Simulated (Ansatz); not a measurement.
Cost and result by functional for the surface energy, mean of two unlike faces, of the (100) surface of double perovskite Cs2AgBiBr6 in its 1x1 cell (cut with top plane Ag + Bi + 4 Br, bottom plane 2 Br + 2 Cs), relaxed from an ideal cut (the real face may reconstruct), with unlike faces, outermost plane spacing 2.85 Å in the ideal cut, in Ansatz (plane waves, PAW). Single points on the PBE structure, on one kind of machine; costs are rough ratios of the slab run's core time (references not counted) to the cheapest single point. r2SCAN's cost holds its higher cutoff (500 against 420 eV). Differences are taken against HSE06 for comparison alone: no measured value is at hand, so the table doesn't rank accuracy. HSE06 ran on a coarser k-mesh, which lowers its cost and carries part of its shift.

Slab: 30 atoms, Ag3Bi3Br18Cs6, 14.4 Å thick at the start; k 3x3x1, smearing 0.025 eV, dipole-corrected; all atoms relaxed; symmetry of the start imposed; no spin, no spin-orbit, no U. These notes are the PBE run's.

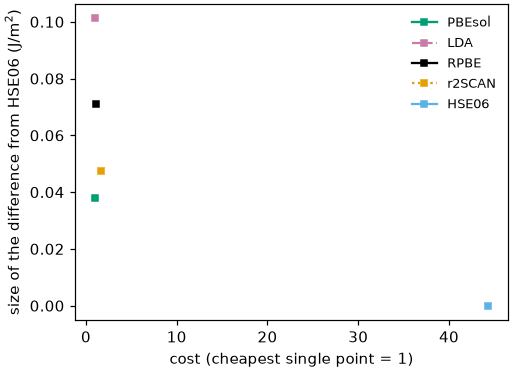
Figure: Difference from HSE06 against cost

| functional | relative cost | surface energy, mean of two unlike faces, (J/m²) | less HSE06 (J/m²) |
|---|---|---|---|
| PBEsol | 1 | 0.18 | 0.04 |
| LDA | 1 | 0.24 | 0.10 |
| RPBE | 1 | 0.07 | -0.07 |
| r2SCAN | 2 | 0.19 | 0.05 |
| HSE06 | 40 | 0.14 | 0.00 |
| PBE (the relaxed run's value) | – | 0.13 | -0.01 |

The values span 0.17 J/m², while the single points' costs differ by a factor of roughly 40. Differences are of unrounded values.

Ansatz is a quantum-chemistry and plane-wave program.
